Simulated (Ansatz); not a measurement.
# CsNbF3 (cubic perovskite) (Pm-3m): how robust is the cRPA U?

What does U in CsNbF3 (cubic perovskite) (Pm-3m) depend on besides the window?

Program: Ansatz 0.2.0. Level of theory: constrained RPA on PBE, plane waves, PAW. Results are calculated unless marked as measured.

The structure was built from a prototype and need not be the compound's stable phase.

## 1. Set-up

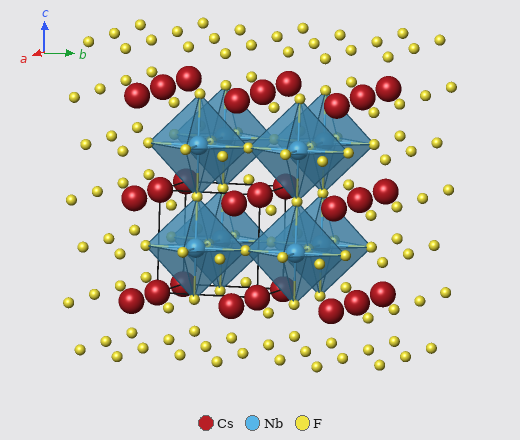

The starting structure, seen slightly off an axis (caesium red, niobium blue, fluorine yellow). 2×2×2 cells are drawn. Some periodic images of atoms are drawn too.

As a file:

```cif
data_structure
_symmetry_space_group_name_H-M 'Pm-3m'
_symmetry_Int_Tables_number 221
_cell_length_a 4.4215
_cell_length_b 4.4215
_cell_length_c 4.4215
_cell_angle_alpha 90.000
_cell_angle_beta 90.000
_cell_angle_gamma 90.000
_cell_volume 86.44
loop_
_atom_site_label
_atom_site_type_symbol
_atom_site_symmetry_multiplicity
_atom_site_Wyckoff_symbol
_atom_site_fract_x
_atom_site_fract_y
_atom_site_fract_z
_atom_site_occupancy
Cs1 Cs 1 a 0.00000 0.00000 0.00000 1
Nb1 Nb 1 b 0.50000 0.50000 0.50000 1
F1 F 3 c 0.00000 0.50000 0.50000 1
```

The structure was relaxed with PBE. The structure type comes from a generator and need not be one that this composition takes. The structure was generated from a model, not taken from a measurement. The runs that relaxed it are not among those shown. The program's search for lower electronic states was switched off, so nothing shows that the state found is the lowest. Spin-orbit coupling is left out unless a step names it. The default PAW set here is soft_2. Its files were made with PBE.

## 2. Base: Nb t2g, bands v2 to c1, 4×4×4 mesh, medium accuracy

Constrained RPA screens the interaction with every transition except those inside the target bands, which a later many-body model would treat itself.

Input file input.yaml:

```yaml
crystal:
  lattice:
    - [0.0, -4.42154533, 0.0]
    - [0.0, 0.0, 4.42154533]
    - [-4.42154533, 0.0, 0.0]
  atoms:
    - { symbol: Cs, position: [0.0, 0.0, 0.0] }
    - { symbol: Nb, position: [0.5, 0.5, 0.5] }
    - { symbol: F, position: [0.5, 0.5, 0.0] }
    - { symbol: F, position: [0.5, 0.0, 0.5] }
    - { symbol: F, position: [0.0, 0.5, 0.5] }
kpoints:
  mp_grid: { grid: [6, 6, 6] }
hamiltonian:
  xc: pbe
scf:
  occupations: { method: gaussian, width: 0.08 }
  n_extra_bands: 19
  max_iter: 150
  lower_state_search: "off"
output:
  crpa:
    kmesh: [4, 4, 4]
    target_bands: [v2, c1]
    projections: [{ species: Nb, l: d, shell: 4, orbitals: [dxz, dyz, dxy] }]
  local_orbitals:
    kmesh: [8, 8, 8]
    orbitals: [{ species: Nb, l: d, shell: 4, orbitals: [dxz, dyz, dxy] }]
    window: { bands: [v2, c1] }
    seedname: lo
```

Command:

```
ansatz run input.yaml --threads 4 --pin off --max-ram 9216MiB --backend cpu --events-out ev --progress --plain --runs-dir out
```

Numbers of over 12 decimals in the logs are rounded to 6 here.

The program printed:

```text
scf.n_extra_bands = 19 over 22 filled bands (N_el = 43.0): the run solves 41 bands
Engine: ansatz 0.2.0, aarch64-unknown-linux-gnu
Pseudopotentials: kind: paw
Pseudopotential: Cs, paw, valence charge 9, recommended cutoff 420 eV (normal), Cs.paw.azcp
Pseudopotential: Nb, paw, valence charge 13, recommended cutoff 420 eV (normal), Nb.paw.azcp
Pseudopotential: F, paw, valence charge 7, recommended cutoff 420 eV (normal), F.paw.azcp
Functional definition: PBE
  parameter kappa = 0.804
  parameter beta = 0.066725
  exchange = pbe_x(kappa = kappa, mu = beta*pi^2/3)
  correlation = pbe_c(beta = beta)
Crystal: 5 atoms, lattice volume = 86.441 Å³
Basis set: ecut = 420 eV, 1743 PW (Γ)
Bands: 41, of which v1, the nominal top of the filled ones, is band 22 counted from 1 (21 counted from 0)
Symmetry: 48 space group operations
Space group: Pm-3m (ITA 221), of the structure as read, at distance tolerance 4.4e-5 Å
k-points: 20 of 216
Non-local potential: Cs, projectors of the file, l = 0: 3, l = 1: 2, l = 2: 2, l = 3: 2
Non-local potential: Nb, projectors of the file, l = 0: 3, l = 1: 2, l = 2: 2, l = 3: 1
Non-local potential: F, projectors of the file, l = 0: 2, l = 1: 2, l = 2: 1
PAW form: soft (Blöchl's): semilocal exchange-correlation on the pseudo side does not see the compensation charge
PAW one-centre angular grid: Cs, 194 points (default); XC on 64 Gauss nodes
PAW one-centre angular grid: Nb, 590 points (default); XC on 64 Gauss nodes
PAW one-centre angular grid: F, 110 points (default); XC on 64 Gauss nodes
Initial density: superposition of atomic densities (neutral atoms: chi_scale 0, normalization atom), corrected by the library's trained network
Initial wavefunctions: pseudopotential atomic-orbital guess
Functional: x = pbe(κ = 0.804, μ = 0.219515), c = pbe(β = 0.066725)
SCF iter   1: F=—  HF=-12650.132243 eV  |F-HF|=—  |Δ(HF+E_count)|=         —  Δρ=3.43e-3  dr2=1.03e-2  ethr=1.77e-3  ⟨swp⟩=5.8  Hψ=4013  notcnv=0  defer=132
preconditioner: auto → LDOS  [metal: Δε(μ)=0.012 eV  Ē_g=14.434 eV  σ=0.080 eV  W_gap=0.08  n_scr=18 (ndim 8)  ℏωp=20.8 eV  f_vac=0.029  D(μ)=10.15/eV (n_scr^D=146)  β→1.0]
SCF iter   2: F=—  HF=-12650.132951 eV  |F-HF|=—  |Δ(HF+E_count)|=   7.08e-4  Δρ=2.11e-3  dr2=4.69e-3  ethr=2.40e-5  ⟨swp⟩=1.1  Hψ=983  notcnv=0  defer=173
SCF iter   3: F=—  HF=-12650.132335 eV  |F-HF|=—  |Δ(HF+E_count)|=   6.16e-4  Δρ=1.19e-3  dr2=2.11e-3  ethr=1.09e-5  ⟨swp⟩=1.0  Hψ=594  notcnv=0  defer=173
SCF iter   4: F=—  HF=-12650.131792 eV  |F-HF|=—  |Δ(HF+E_count)|=   5.43e-4  Δρ=5.75e-4  dr2=2.87e-4  ethr=4.91e-6  ⟨swp⟩=1.9  Hψ=685  notcnv=0  defer=173
SCF iter   5: F=—  HF=-12650.131715 eV  |F-HF|=—  |Δ(HF+E_count)|=   7.66e-5  Δρ=8.23e-5  dr2=4.90e-6  ethr=6.68e-7  ⟨swp⟩=2.4  Hψ=861  notcnv=0  defer=173
SCF iter   6: F=—  HF=-12650.131720 eV  |F-HF|=—  |Δ(HF+E_count)|=   4.39e-6  Δρ=1.22e-5  dr2=1.12e-7  ethr=1.14e-8  ⟨swp⟩=2.0  Hψ=1012  notcnv=0  defer=173
SCF iter   7: F=-12650.131720 eV  HF=-12650.131720 eV  |F-HF|=7.57e-9  |Δ(HF+E_count)|=   1.36e-7  Δρ=3.32e-6  dr2=8.03e-9  ethr=2.33e-10  ⟨swp⟩=8.8  Hψ=3755  notcnv=0
SCF 1 converged in 7 iterations: F = -12650.131720 eV  dr2 = 8.03e-9
[...]
NSCF: frozen V_eff on 38 k-points
NSCF: frozen V_eff on 10 k-points
[...]
cRPA screening: q 1/64
cRPA screening: q 2/64
cRPA screening: q 8/64 (q-point 3)
cRPA screening: q 11/64 (q-point 6)
cRPA screening: q 23/64 (q-point 7)
cRPA screening: q 35/64 (q-point 11)
cRPA screening: q 38/64 (q-point 22)
cRPA screening: q 46/64 (q-point 23)
cRPA screening: q 58/64 (q-point 27)
cRPA screening: q 64/64 (q-point 43)
SCF converged after 7 iterations
Free energy (F): -12650.131720 eV
Harris-Foulkes:  -12650.131720 eV  (|F-HF|=7.57e-9)
Internal energy: -12650.099441 eV  (E = F + TS)
E sigma→0 (E₀):  -12650.115580 eV
Entropy (-TS):   -0.032279 eV (-6.456 meV/atom)
Fermi energy:    10.910116 eV
--- Per-component energies (eV) ---
  E_band       = -247.775704
  E_kinetic    = 1156.285864
  E_local      = -3169.000330  (includes V_loc(G=0)·N_el)
  E_nonlocal   = 374.521678
  E_hartree    = 1180.598749
  E_xc         = -587.758889
  E_vxc        = -644.320694  (∫ρ·V_xc dr)
  E_paw        = -8742.286853  (= ΣΔE_a)
  E_vpaw       = -326.463260  (= ΣTr[D̂ρ^β])
  E_aug_tail   = 0.006185  (compensation charges beyond the density's cutoff)
  E_ewald      = -2862.465845
  E_smearing   = -0.032279  (= −TS)
  E_closure    = -0.000000  (closes the sum)
  Σ components = -12650.131720   (vs F -12650.131720, Δ=0.00e0)
--- Band table (eV; the first three rows and the last of 20) ---
  k-point 0: bands = [... 18 lower, 3.8721, 3.8721, 10.0673, 10.0673, 10.0673, 11.2784, 11.7204, 11.7204, ... 15 higher]
  k-point 1: bands = [... 18 lower, 3.7979, 3.7979, 10.1025, 10.2953, 10.2953, 11.7057, 11.8088, 12.1488, ... 15 higher]
  k-point 2: bands = [... 18 lower, 3.6224, 3.6224, 10.1759, 10.7742, 10.7742, 11.9672, 12.4697, 12.9924, ... 15 higher]
  k-point 19: bands = [... 18 lower, 3.8662, 3.8662, 11.6797, 11.6797, 11.6797, 13.3228, 13.3228, 13.3228, ... 15 higher]
--- cRPA (band scheme, projected local orbitals): target bands 21..23 (1-based), 3 Wannier function(s), 4×4×4 mesh, 46 bands' worth read of 51 solved, ecut_chi 136.0 eV, v(q+G=0) probe_charge, pair densities all_electron ---
  bands read: the sum over 46 bands ends inside a degenerate multiplet in 5 slots, whose members it reads at an even weight; the widest, k=42: bands 46 to 48 (counted from 1) at 1/3 each
  χ-basis size per q: N_G = 304..320
  window electrons = 3.0000, filled by tetrahedron_uncorrected; constrained ε̄⁻¹(q = 0, 0) head = 0.320967; min gauge Gram eig = 0.8124
  Kanamori averages over each shell's own Wannier functions (sites counted from 0, functions from 1):
    Site 1, 4D, 3 of 5 d orbitals (Wannier functions 1, 2, 3; wannier90's mr 2, 3, 5):
      screened: U = 4.5186 eV, U' = 3.8189 eV, J = 0.3391 eV
      screened, to within: U = 1.2e-2 eV, U' = 1.2e-2 eV, J = 9.0e-4 eV
      bare: V = 12.1176 eV, V' = 11.1708 eV, J = 0.4833 eV
  Hermiticity witness max|P − P†| over intra, direct and exchange elements: 1.78e-15 eV (screened), 2.80e-19 eV (bare)
  Reality witness max|Im| over intra, direct and exchange elements: 2.28e-19 eV (screened), 2.59e-19 eV (bare)
```

Elapsed: 40 s, on 4 threads of Arm Neoverse V1, shared host; peak memory 0.62 GiB.

This step gave:

```
U                                                 : 4.519 eV
U prime (inter-orbital)                           : 3.819 eV
J                                                 : 0.3391 eV
bare V                                            : 12.12 eV
bare J                                            : 0.4833 eV
stated bound on U                                 : 0.01131 eV
U over bare V                                     : 0.3729
electrons in the window                           : 3.000
head of the constrained inverse dielectric matrix : 0.3210
least eigenvalue of the projection's overlap      : 0.8124
target functions                                  : 3
bands in the sums                                 : 46
r.m.s. miss of the model bands                    : 3.27e-4 eV
width of the target bands                         : 1.612 eV
weight of the projected orbitals in the window    : 0.8948
```

On the Nb t2g shell, screening brings the on-site interaction from 12.1 eV down to U = 4.52 eV.

## 3. Changed: 2×2×2 mesh

input.yaml, the sections that differ from step 2:

```yaml
output:
  crpa:
    kmesh: [2, 2, 2]
    target_bands: [v2, c1]
    projections: [{ species: Nb, l: d, shell: 4, orbitals: [dxz, dyz, dxy] }]
# crystal, kpoints, hamiltonian, scf: as in step 2
```

The program printed:

```text
[...]
Crystal: 5 atoms, lattice volume = 86.441 Å³
Basis set: ecut = 420 eV, 1743 PW (Γ)
Bands: 41, of which v1, the nominal top of the filled ones, is band 22 counted from 1 (21 counted from 0)
Symmetry: 48 space group operations
[...]
k-points: 20 of 216
[...]
SCF iter   1: F=—  HF=-12650.132243 eV  |F-HF|=—  |Δ(HF+E_count)|=         —  Δρ=3.43e-3  dr2=1.03e-2  ethr=1.77e-3  ⟨swp⟩=5.8  Hψ=4013  notcnv=0  defer=132
[...]
SCF iter   7: F=-12650.131720 eV  HF=-12650.131720 eV  |F-HF|=7.57e-9  |Δ(HF+E_count)|=   1.36e-7  Δρ=3.32e-6  dr2=8.03e-9  ethr=2.33e-10  ⟨swp⟩=8.8  Hψ=3755  notcnv=0
SCF 1 converged in 7 iterations: F = -12650.131720 eV  dr2 = 8.03e-9
[...]
NSCF: frozen V_eff on 4 k-points
[...]
cRPA screening: q 1/8
cRPA screening: q 2/8
cRPA screening: q 5/8 (q-point 4)
cRPA screening: q 8/8
SCF converged after 7 iterations
Free energy (F): -12650.131720 eV
[...]
Internal energy: -12650.099441 eV  (E = F + TS)
E sigma→0 (E₀):  -12650.115580 eV
Entropy (-TS):   -0.032279 eV (-6.456 meV/atom)
Fermi energy:    10.910116 eV
[...]
--- Band table (eV; the first three rows and the last of 20) ---
  k-point 0: bands = [... 18 lower, 3.8721, 3.8721, 10.0673, 10.0673, 10.0673, 11.2784, 11.7204, 11.7204, ... 15 higher]
  k-point 1: bands = [... 18 lower, 3.7979, 3.7979, 10.1025, 10.2953, 10.2953, 11.7057, 11.8088, 12.1488, ... 15 higher]
  k-point 2: bands = [... 18 lower, 3.6224, 3.6224, 10.1759, 10.7742, 10.7742, 11.9672, 12.4697, 12.9924, ... 15 higher]
  k-point 19: bands = [... 18 lower, 3.8662, 3.8662, 11.6797, 11.6797, 11.6797, 13.3228, 13.3228, 13.3228, ... 15 higher]
[...]
χ-basis size per q: N_G = 304..320
[...]
Site 1, 4D, 3 of 5 d orbitals (Wannier functions 1, 2, 3; wannier90's mr 2, 3, 5):
      screened: U = 4.8279 eV, U' = 4.1060 eV, J = 0.3420 eV
      screened, to within: U = 1.2e-2 eV, U' = 1.2e-2 eV, J = 8.4e-4 eV
      bare: V = 12.4321 eV, V' = 11.4631 eV, J = 0.4909 eV
[...]
```

The job ended after 6 s (4 threads; peak memory 0.53 GiB).

Numbers from this step:

```yaml
u: 4.828 eV
u_prime_inter_orbital: 4.106 eV
j: 0.3420 eV
bare_v: 12.43 eV
bare_j: 0.4909 eV
stated_bound_on_u: 0.01101 eV
u_over_bare_v: 0.3883
electrons_in_the_window: 3.000
head_of_the_constrained_inverse_dielectric_matrix: 0.3103
least_eigenvalue_of_the_projection_s_overlap: 0.8124
target_functions: 3
bands_in_the_sums: 46
width_of_the_target_bands: 1.612 eV
weight_of_the_projected_orbitals_in_the_window: 0.8948
```

On the Nb t2g shell, screening brings the on-site interaction from 12.4 eV down to U = 4.83 eV.

## 4. Changed: 6×6×6 mesh

input.yaml, as its differences from that of step 3:

```diff
@@ -22,3 +22,3 @@
   crpa:
-    kmesh: [2, 2, 2]
+    kmesh: [6, 6, 6]
     target_bands: [v2, c1]
```

The program printed:

```text
[...]
Crystal: 5 atoms, lattice volume = 86.441 Å³
Basis set: ecut = 420 eV, 1743 PW (Γ)
Bands: 41, of which v1, the nominal top of the filled ones, is band 22 counted from 1 (21 counted from 0)
Symmetry: 48 space group operations
[...]
k-points: 20 of 216
[...]
k-point 19: bands = [... 18 lower, 3.8662, 3.8662, 11.6797, 11.6797, 11.6797, 13.3228, 13.3228, 13.3228, ... 15 higher]
[...]
χ-basis size per q: N_G = 297..322
[...]
Site 1, 4D, 3 of 5 d orbitals (Wannier functions 1, 2, 3; wannier90's mr 2, 3, 5):
      screened: U = 4.5292 eV, U' = 3.8307 eV, J = 0.3389 eV
      screened, to within: U = 1.3e-2 eV, U' = 1.3e-2 eV, J = 9.6e-4 eV
      bare: V = 12.0894 eV, V' = 11.1440 eV, J = 0.4827 eV
[...]
[key lines of the parts left out:]
SCF converged after 7 iterations
Free energy (F): -12650.131720 eV
Fermi energy:    10.910116 eV
```

Run time: 3.4 min. Hardware: 4 threads; peak memory 0.89 GiB; 13 min of CPU time.

This step gave:

| Item | Value |
| --- | --- |
| U | 4.529 eV |
| U prime (inter-orbital) | 3.831 eV |
| J | 0.3389 eV |
| bare V | 12.09 eV |
| bare J | 0.4827 eV |
| stated bound on U | 0.01235 eV |
| U over bare V | 0.3746 |
| electrons in the window | 3.000 |
| head of the constrained inverse dielectric matrix | 0.3249 |
| least eigenvalue of the projection's overlap | 0.8109 |
| target functions | 3 |
| bands in the sums | 46 |
| width of the target bands | 1.612 eV |
| weight of the projected orbitals in the window | 0.8948 |

On the Nb t2g shell, screening brings the on-site interaction from 12.1 eV down to U = 4.53 eV.

## 5. Changed: smooth pair densities

input.yaml, as its differences from that of step 4:

```diff
@@ -22,4 +22,5 @@
   crpa:
-    kmesh: [6, 6, 6]
+    kmesh: [4, 4, 4]
     target_bands: [v2, c1]
     projections: [{ species: Nb, l: d, shell: 4, orbitals: [dxz, dyz, dxy] }]
+    pair_densities: pseudo
```

The program printed:

```text
[...]
Crystal: 5 atoms, lattice volume = 86.441 Å³
Basis set: ecut = 420 eV, 1743 PW (Γ)
Bands: 41, of which v1, the nominal top of the filled ones, is band 22 counted from 1 (21 counted from 0)
Symmetry: 48 space group operations
[...]
k-points: 20 of 216
[...]
χ-basis size per q: N_G = 304..320
[...]
Site 1, 4D, 3 of 5 d orbitals (Wannier functions 1, 2, 3; wannier90's mr 2, 3, 5):
      screened: U = 4.5272 eV, U' = 3.8206 eV, J = 0.3424 eV
      screened, to within: U = 1.2e-2 eV, U' = 1.2e-2 eV, J = 6.2e-4 eV
      screened, sum over states alone: U = 4.9336 eV, U' = 4.0910 eV, J = 0.3869 eV
      bare: V = 12.1176 eV, V' = 11.1708 eV, J = 0.4833 eV
[...]
[key lines of the parts left out:]
SCF converged after 7 iterations
Free energy (F): -12650.131720 eV
Fermi energy:    10.910116 eV
```

Run time: 33 s. Hardware: 4 threads; peak memory 0.54 GiB; 2.1 min of CPU time.

This step gave:

| Quantity | Value |
| --- | --- |
| U | 4.527 eV |
| U prime (inter-orbital) | 3.821 eV |
| J | 0.3424 eV |
| bare V | 12.12 eV |
| bare J | 0.4833 eV |
| stated bound on U | 0.01135 eV |
| U over bare V | 0.3736 |
| electrons in the window | 3.000 |
| head of the constrained inverse dielectric matrix | 0.3213 |
| least eigenvalue of the projection's overlap | 0.8124 |
| target functions | 3 |
| bands in the sums | 46 |
| width of the target bands | 1.612 eV |
| weight of the projected orbitals in the window | 0.8948 |

On the Nb t2g shell, screening brings the on-site interaction from 12.1 eV down to U = 4.53 eV.

## 6. Changed: sums over states on smooth products

input.yaml, as its differences from that of step 5:

```diff
@@ -25,2 +25,5 @@
     projections: [{ species: Nb, l: d, shell: 4, orbitals: [dxz, dyz, dxy] }]
+    accuracy: sum_over_states
     pair_densities: pseudo
+    n_empty_bands: 44
+    ecut_chi: 136
```

The program printed:

```text
[...]
Crystal: 5 atoms, lattice volume = 86.441 Å³
Basis set: ecut = 420 eV, 1743 PW (Γ)
Bands: 41, of which v1, the nominal top of the filled ones, is band 22 counted from 1 (21 counted from 0)
Symmetry: 48 space group operations
[...]
k-points: 20 of 216
[...]
χ-basis size per q: N_G = 304..320
[...]
U and J over all bands: no bound (output.crpa.accuracy: sum_over_states); those below are of the sums over the bands read on the sphere of ecut_chi alone
[...]
Site 1, 4D, 3 of 5 d orbitals (Wannier functions 1, 2, 3; wannier90's mr 2, 3, 5):
      screened: U = 4.7014 eV, U' = 3.8845 eV, J = 0.3781 eV
      bare: V = 12.1176 eV, V' = 11.1708 eV, J = 0.4833 eV
[...]
[key lines of the parts left out:]
SCF converged after 7 iterations
Free energy (F): -12650.131720 eV
Fermi energy:    10.910116 eV
```

Wall time 5.9 s (4 threads); peak memory 0.47 GiB.

This variant gives U = 4.70 eV against 4.52 eV. It is a finite sum over empty states with no bound on its error and stays out of the table below.

(Part 1 of 2 ends here.)

[Paths, hosts, dates, memory and timing lines, banners, echoed tables and standing remarks are left out of the program output.]

[Logs are printed without paths, hosts, clocks, repeated set-up lines and the standing remarks that a program may print on its own settings, such as how far it seeks lower states.]

[Runs of the session that timed out or met a known fault of the program may be left out.]

[Hosts, paths, dates, database ids (printed as entryN), source tags and the programs' standing remarks are cut or masked in the printed files.]
